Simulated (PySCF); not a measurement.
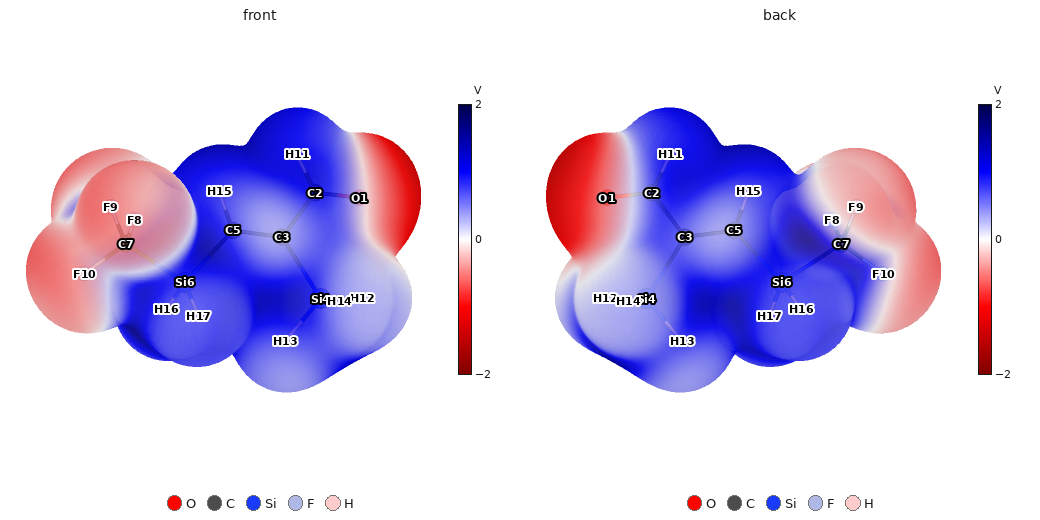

*C₄H₇F₃OSi₂ (SMILES O=C/C([SiH3])=C/[SiH2]C(F)(F)F). The electrostatic potential painted on the density surface at 0.002 e/bohr³, seen from the front and from behind; red is negative and blue positive.*

Geometry: GFN2-xTB.

All numbers below come from PBE0/pcSseg-1, SCF density, gas phase, non-relativistic in PySCF 2.14.0.

```csv
atom,x (Å),y (Å),z (Å)
O,-3.3948,-1.3180,-0.1540
C,-2.2087,-1.4427,-0.3350
C,-1.2731,-0.3518,-0.0639
Si,-2.2250,1.1709,0.5553
C,0.0418,-0.5255,-0.2539
Si,1.3894,0.7476,0.0425
C,3.0224,-0.2940,-0.1985
F,3.1822,-1.2402,0.7510
F,3.0516,-0.9492,-1.3788
F,4.1364,0.4621,-0.1632
H,-1.7776,-2.3898,-0.7130
H,-2.8902,0.8057,1.8006
H,-1.2267,2.2225,0.7850
H,-3.1556,1.5768,-0.4916
H,0.3699,-1.4988,-0.6195
H,1.4690,1.7861,-0.9834
H,1.4821,1.2501,1.4105
```

Which sites attract a positive test charge, and which a negative one?

A positive charge is drawn to the negative regions and a negative charge to the positive ones. The most negative region (about −1.4 V) lies over O1, the most positive (about +1.5 V) over Si4 and Si6. O1 is the likeliest acceptor of a hydrogen bond.

What dipole moment does the calculation give?

Its dipole moment is 1.17 D.
